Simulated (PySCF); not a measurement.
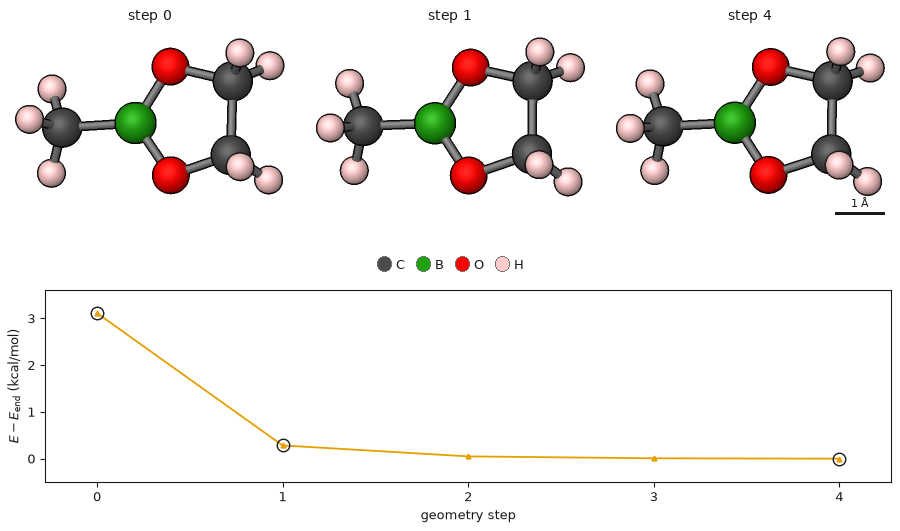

Frames of a relaxation of C$_{3}$H$_{7}$BO$_{2}$, marked on the history of the run. A ball-and-stick model, seen from a free direction.

The start comes from GFN2-xTB. Its atoms were then displaced at random by about 0.01 Å.

All numbers below come from PBE0-D3(BJ)/def2-SVP geometry optimisation, gas phase in PySCF 2.14.0, density-fitted response routines. 

Describe the path.

Answer. Over 4 geometry steps the energy falls by 3.12 kcal/mol. The atom that moves furthest after the best rigid fit is an H atom (0.19 Å). Largest moves by element: H 0.19 Å, O 0.06 Å, C 0.04 Å, B 0.02 Å. Among the contacts that change: C–O 1.359 → 1.415 Å, B–C 1.604 → 1.561 Å, C–H 1.057 → 1.099 Å, C–H 1.118 → 1.102 Å. Bond angles that change, for instance: H–C–H 105.4° → 107.9°. The run took 43 s on 1 thread of Arm Neoverse N1, on a shared host. From step 0 to 1: H atoms move most (0.19 Å), energy −2.83 kcal/mol. From step 1 to 4: an H atom moves most (0.02 Å), energy −0.28 kcal/mol.

```csv
step,"E − E(0), kcal/mol"
0,0.00
1,-2.83
2,-3.07
3,-3.11
4,-3.12
```
